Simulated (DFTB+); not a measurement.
**Run report: CH$_{7}$BGaNO, geometry relaxation (part 2 of 2)**

Continued. System: CH$_{7}$BGaNO. Method: GFN1-xTB, R-SCC, dispersion built in (DFTB+ 25.1). The geometry comes from this level: GFN2-xTB.

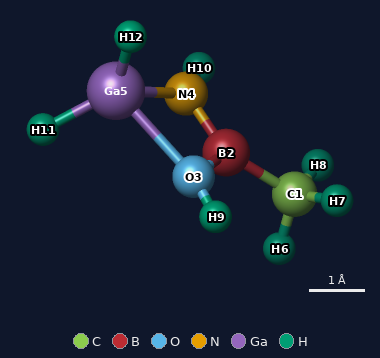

**Figure 1.** The geometry at step 6 of the log (ball-and-stick view, seen at a tilt; atoms are numbered from 1 in the order of the input).

### What the program printed, continued
```
 iSCC Total electronic   Diff electronic      SCC error
    1   -0.16775994E+02    0.00000000E+00    0.46820057E-03
    2   -0.16775994E+02   -0.35295483E-04    0.35853747E-03
    3   -0.16775994E+02   -0.82084881E-08    0.12047967E-03
    4   -0.16775994E+02   -0.34681236E-08    0.35760098E-04
    5   -0.16775994E+02   -0.36521186E-09    0.24207291E-05

Total Energy:                      -16.6223387279 H         -452.3169 eV
Extrapolated to 0K:                -16.6223387279 H         -452.3169 eV
Total Mermin free energy:          -16.6223387279 H         -452.3169 eV
Force related energy:              -16.6223387279 H         -452.3169 eV

Maximal force component:             0.143238E-02
Averaged force norm:                 0.110751E-02

--------------------------------------------------------------------------------

***  Geometry step: 10

 iSCC Total electronic   Diff electronic      SCC error
    1   -0.16775915E+02    0.00000000E+00    0.25252843E-02
    2   -0.16775915E+02    0.78762884E-04    0.18948968E-02
    3   -0.16775916E+02   -0.62473002E-06    0.58534065E-03
    4   -0.16775916E+02   -0.28123669E-06    0.21876957E-03
    5   -0.16775916E+02   -0.20923643E-07    0.52185842E-04
    6   -0.16775916E+02   -0.26227198E-08    0.93630334E-05

Total Energy:                      -16.6223825773 H         -452.3180 eV
Extrapolated to 0K:                -16.6223825773 H         -452.3180 eV
Total Mermin free energy:          -16.6223825773 H         -452.3180 eV
Force related energy:              -16.6223825773 H         -452.3180 eV

Maximal force component:             0.107148E-02
Averaged force norm:                 0.752033E-03

--------------------------------------------------------------------------------

***  Geometry step: 11

 iSCC Total electronic   Diff electronic      SCC error
    1   -0.16775908E+02    0.00000000E+00    0.18617962E-02
    2   -0.16775908E+02    0.82140630E-05    0.14007579E-02
    3   -0.16775908E+02   -0.39107035E-06    0.48912115E-03
    4   -0.16775908E+02   -0.16716096E-06    0.17237671E-03
    5   -0.16775908E+02   -0.11330272E-07    0.43842740E-04
    6   -0.16775908E+02   -0.22289903E-08    0.81474083E-05

Total Energy:                      -16.6224192740 H         -452.3190 eV
Extrapolated to 0K:                -16.6224192740 H         -452.3190 eV
Total Mermin free energy:          -16.6224192740 H         -452.3190 eV
Force related energy:              -16.6224192740 H         -452.3190 eV

Maximal force component:             0.686551E-03
Averaged force norm:                 0.557498E-03

Geometry converged

--------------------------------------------------------------------------------
--------------------------------------------------------------------------------
Pre-SCC initialisation                 +       0.03 ( 16.1%)       0.03 (  9.5%)
SCC                                    +       0.09 ( 51.0%)       0.20 ( 71.1%)
Post-SCC processing                    +       0.05 ( 32.2%)       0.05 ( 19.0%)
--------------------------------------------------------------------------------
Missing                                +       0.00 (  0.7%)       0.00 (  0.4%)
Total                                  =       0.17 (100.0%)       0.28 (100.0%)
--------------------------------------------------------------------------------
```

### Trajectory as extended XYZ (Å, eV, eV/Å), 12 frames, from step=0 to step=11
```
12
Properties=species:S:1:pos:R:3 step=0 energy=-452.27968
C    -1.3647   -0.6175    1.1786
B    -0.2631   -0.0441    0.1940
O     0.7766   -0.8880   -0.3204
N    -0.0629    1.2286   -0.3185
Ga    1.4985    0.8055   -1.3264
H    -0.9269   -0.8642    2.1441
H    -1.8117   -1.5302    0.7899
H    -2.1665    0.0911    1.3589
H     0.7610   -1.8111   -0.0585
H    -0.6666    2.0047   -0.0980
H     2.8849    1.1074   -0.7016
H     1.3413    0.5178   -2.8420
12
Properties=species:S:1:pos:R:3 step=1 energy=-452.24707
C    -1.3665   -0.6169    1.1795
B    -0.2565   -0.0476    0.1902
O     0.7740   -0.8798   -0.3207
N    -0.0602    1.2249   -0.3195
Ga    1.4916    0.8037   -1.3208
H    -0.9278   -0.8640    2.1434
H    -1.8118   -1.5293    0.7907
H    -2.1660    0.0892    1.3594
H     0.7606   -1.8119   -0.0580
H    -0.6657    2.0058   -0.0989
H     2.8864    1.1078   -0.7018
H     1.3418    0.5180   -2.8435
12
Properties=species:S:1:pos:R:3 step=2 energy=-452.29053
C    -1.3624   -0.6178    1.1773
B    -0.2682   -0.0426    0.1973
O     0.7793   -0.8965   -0.3201
N    -0.0656    1.2328   -0.3177
Ga    1.5019    0.8062   -1.3290
H    -0.9266   -0.8643    2.1446
H    -1.8119   -1.5307    0.7896
H    -2.1673    0.0923    1.3588
H     0.7612   -1.8071   -0.0597
H    -0.6657    2.0028   -0.0981
H     2.8841    1.1071   -0.7018
H     1.3412    0.5179   -2.8410
12
Properties=species:S:1:pos:R:3 step=3 energy=-452.30673
C    -1.3620   -0.6186    1.1774
B    -0.2762   -0.0349    0.2009
O     0.7815   -0.8991   -0.3212
N    -0.0671    1.2323   -0.3165
Ga    1.5141    0.8096   -1.3388
H    -0.9247   -0.8648    2.1456
H    -1.8115   -1.5323    0.7878
H    -2.1672    0.0949    1.3575
H     0.7619   -1.8153   -0.0578
H    -0.6706    2.0045   -0.0951
H     2.8815    1.1063   -0.7013
H     1.3401    0.5174   -2.8385
12
Properties=species:S:1:pos:R:3 step=4 energy=-452.30728
C    -1.3633   -0.6186    1.1783
B    -0.2743   -0.0362    0.1999
O     0.7800   -0.8991   -0.3201
N    -0.0669    1.2338   -0.3170
Ga    1.5140    0.8098   -1.3388
H    -0.9245   -0.8648    2.1454
H    -1.8112   -1.5322    0.7876
H    -2.1667    0.0947    1.3573
H     0.7621   -1.8151   -0.0579
H    -0.6709    2.0042   -0.0948
H     2.8821    1.1064   -0.7008
H     1.3397    0.5171   -2.8391
12
Properties=species:S:1:pos:R:3 step=5 energy=-452.31232
C    -1.3657   -0.6190    1.1803
B    -0.2778   -0.0325    0.2014
O     0.7798   -0.9012   -0.3197
N    -0.0684    1.2363   -0.3166
Ga    1.5237    0.8124   -1.3465
H    -0.9228   -0.8652    2.1458
H    -1.8104   -1.5333    0.7861
H    -2.1656    0.0960    1.3558
H     0.7628   -1.8211   -0.0568
H    -0.6746    2.0049   -0.0923
H     2.8804    1.1059   -0.7000
H     1.3386    0.5166   -2.8376
12
Properties=species:S:1:pos:R:3 step=6 energy=-452.31498
C    -1.3661   -0.6196    1.1810
B    -0.2760   -0.0325    0.2001
O     0.7760   -0.9038   -0.3166
N    -0.0663    1.2374   -0.3184
Ga    1.5259    0.8151   -1.3488
H    -0.9216   -0.8654    2.1459
H    -1.8094   -1.5336    0.7849
H    -2.1660    0.0978    1.3553
H     0.7632   -1.8223   -0.0566
H    -0.6786    2.0055   -0.0895
H     2.8824    1.1063   -0.6973
H     1.3367    0.5152   -2.8400
12
Properties=species:S:1:pos:R:3 step=7 energy=-452.31567
C    -1.3650   -0.6191    1.1802
B    -0.2755   -0.0327    0.1998
O     0.7749   -0.9036   -0.3160
N    -0.0657    1.2377   -0.3189
Ga    1.5250    0.8163   -1.3485
H    -0.9214   -0.8656    2.1459
H    -1.8090   -1.5336    0.7846
H    -2.1665    0.0984    1.3553
H     0.7630   -1.8233   -0.0561
H    -0.6794    2.0044   -0.0887
H     2.8838    1.1065   -0.6958
H     1.3358    0.5144   -2.8418
12
Properties=species:S:1:pos:R:3 step=8 energy=-452.31667
C    -1.3649   -0.6189    1.1801
B    -0.2759   -0.0320    0.1999
O     0.7738   -0.9048   -0.3151
N    -0.0656    1.2390   -0.3193
Ga    1.5269    0.8180   -1.3503
H    -0.9207   -0.8657    2.1460
H    -1.8084   -1.5338    0.7838
H    -2.1666    0.0993    1.3550
H     0.7630   -1.8250   -0.0555
H    -0.6810    2.0037   -0.0874
H     2.8845    1.1066   -0.6946
H     1.3349    0.5137   -2.8427
12
Properties=species:S:1:pos:R:3 step=9 energy=-452.31688
C    -1.3650   -0.6187    1.1802
B    -0.2757   -0.0320    0.1998
O     0.7734   -0.9051   -0.3148
N    -0.0657    1.2392   -0.3192
Ga    1.5273    0.8184   -1.3507
H    -0.9206   -0.8658    2.1459
H    -1.8083   -1.5338    0.7837
H    -2.1666    0.0994    1.3549
H     0.7630   -1.8251   -0.0555
H    -0.6813    2.0035   -0.0871
H     2.8849    1.1067   -0.6940
H     1.3345    0.5134   -2.8432
12
Properties=species:S:1:pos:R:3 step=10 energy=-452.31807
C    -1.3649   -0.6177    1.1799
B    -0.2762   -0.0308    0.1999
O     0.7723   -0.9068   -0.3139
N    -0.0663    1.2397   -0.3189
Ga    1.5300    0.8213   -1.3534
H    -0.9199   -0.8658    2.1454
H    -1.8071   -1.5333    0.7828
H    -2.1662    0.1000    1.3544
H     0.7625   -1.8271   -0.0545
H    -0.6833    2.0018   -0.0851
H     2.8866    1.1069   -0.6912
H     1.3325    0.5118   -2.8454
12
Properties=species:S:1:pos:R:3 step=11 energy=-452.31907
C    -1.3644   -0.6165    1.1794
B    -0.2759   -0.0303    0.1998
O     0.7716   -0.9085   -0.3136
N    -0.0656    1.2400   -0.3193
Ga    1.5315    0.8253   -1.3557
H    -0.9192   -0.8654    2.1441
H    -1.8051   -1.5319    0.7815
H    -2.1659    0.1009    1.3539
H     0.7610   -1.8289   -0.0526
H    -0.6857    1.9985   -0.0824
H     2.8874    1.1068   -0.6883
H     1.3302    0.5100   -2.8468
```

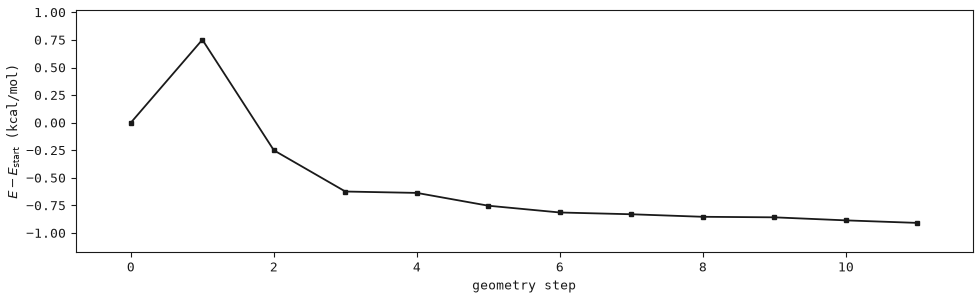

**Figure 2.** Progress of the relaxation, step by step (steps are counted from 0).

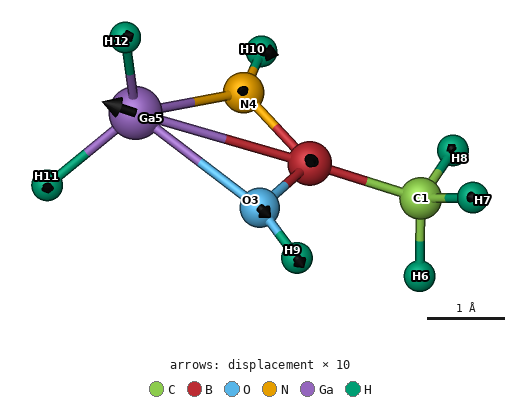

**Figure 3.** The starting structure with the displacements as black arrows, magnified 10 times (ball-and-stick view, seen at a tilt). The two geometries are laid on each other by the best rigid fit. The largest move after the best rigid fit is that of Ga5, 0.048 Å. Largest moves by element: Ga 0.048 Å, H 0.025 Å, O 0.022 Å, B 0.020 Å, N 0.012 Å, C 0.001 Å. Distances before and after: O3–Ga5 2.098 → 2.161 Å, B2–Ga5 2.477 → 2.533 Å, N4–Ga5 1.906 → 1.949 Å, B2–O3 1.434 → 1.460 Å. Among the angles that change: H11–Ga5–H12 121.4° → 125.0°, B2–N4–H10 122.7° → 120.5°, B2–Ga5–H12 117.7° → 115.6°. After 11 geometry steps the energy has fallen by 0.91 kcal/mol. (Atoms are counted from 1 in the order of the input.)

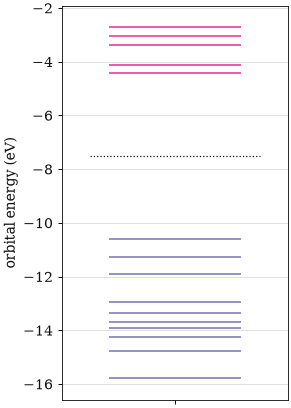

**Figure 4.** Orbital energies near the frontier; the dotted line parts filled from empty levels, and levels within 0.02 eV of each other stand side by side. Highest filled −10.61 eV, lowest empty −4.44 eV, 6.17 eV apart.

This output came from the following input.

### The input (dftb_in.hsd)
```
Geometry = xyzFormat {
  <<< "input.xyz"
}

Driver = gDIIS {
  MovedAtoms = 1:-1
  MaxForceComponent = 0.001
  MaxSteps = 100
  AppendGeometries = Yes
}

Hamiltonian = xTB {
  Method = "GFN1-xTB"
}

Analysis = {
  PrintForces = Yes
}

Options = {
  WriteResultsTag = Yes
}

ParserOptions = {
  ParserVersion = 14
}
```

### File input.xyz
```
12

C     -1.364670    -0.617460     1.178580
B     -0.263060    -0.044110     0.194010
O      0.776580    -0.888020    -0.320430
N     -0.062890     1.228610    -0.318530
Ga     1.498530     0.805540    -1.326370
H     -0.926880    -0.864220     2.144080
H     -1.811740    -1.530230     0.789850
H     -2.166520     0.091090     1.358880
H      0.761020    -1.811050    -0.058460
H     -0.666600     2.004670    -0.097980
H      2.884950     1.107360    -0.701630
H      1.341280     0.517810    -2.842000
```

Launch command:
```bash
dftb+ > output.log
```

### Results in brief

| quantity | value |
| --- | --- |
| outcome | converged |
| Mermin free energy | −16.622419 hartree |
| basis functions | 39 |
| largest force | 0.046 eV/Å |
| HOMO | −10.61 eV |
| LUMO | −4.44 eV |
| dipole moment | 2.56 D |
| hardware | 1 thread of Intel Xeon (Sapphire Rapids), 192 GiB of memory available, shared host |
| peak memory | 0.072 GiB |

### Notes

Settings chosen away from the usual ones: optimiser.
